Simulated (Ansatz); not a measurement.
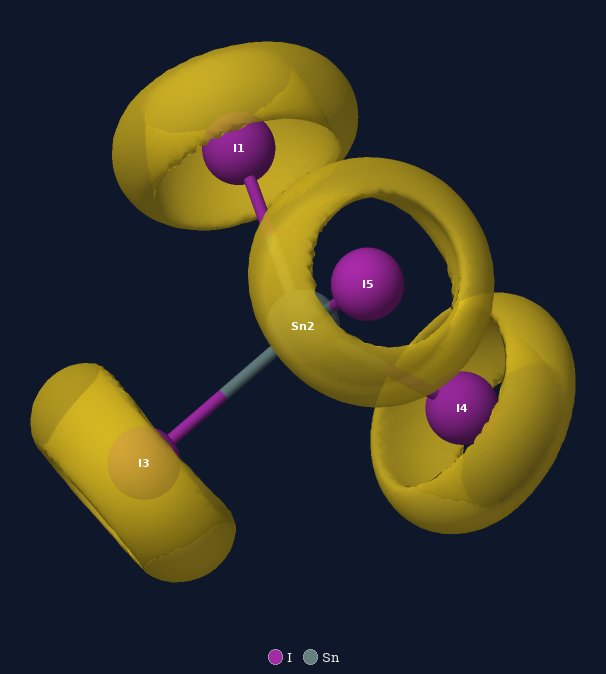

The picture shows: I4Sn (SMILES [I][Sn]([I])([I])[I]). Isosurface of the ELF at 0.8 (yellow), seen at a tilt. Only the valence region is drawn (cores and ρ < 0.01 e/Å³ removed).

Geometry: PBE0-D4/def2-TZVP; core potentials replace the inner electrons of I and Sn.

Theory: Ansatz 0.2.0, RKS PBE0-D4/def2-TZVPP.

Input file:

```
crystal:
  periodic: [false, false, false]
  atoms:
    - {symbol: I, position_ang: [-1.249500, 0.004650, 2.338681]}
    - {symbol: Sn, position_ang: [0.009960, -0.014744, -0.008303]}
    - {symbol: I, position_ang: [2.271346, -1.405369, 0.209047]}
    - {symbol: I, position_ang: [-1.553527, -1.143716, -1.845659]}
    - {symbol: I, position_ang: [0.571521, 2.485480, -0.735265]}
basis:
  gaussian: {orbitals: def2-TZVPP}
hamiltonian: {xc: pbe0, dispersion: d4}
output: {orbitals: {seedname: orbitals}}
```

Run with:

```sh
ansatz run in.yaml --threads 2 --pin off --events-out ev --progress --plain --max-ram 22528MiB --backend cpu
```

**What do the ELF domains correspond to?**

The surface consists of four rings or bowls of non-bonding electrons around I. Profiles from the grid: Sn–I (2.66 Å): the ELF peaks at about 0.70 in the valence shell of I, 1.2 Å from its nucleus, and drops to about 0.20 between the two atoms.
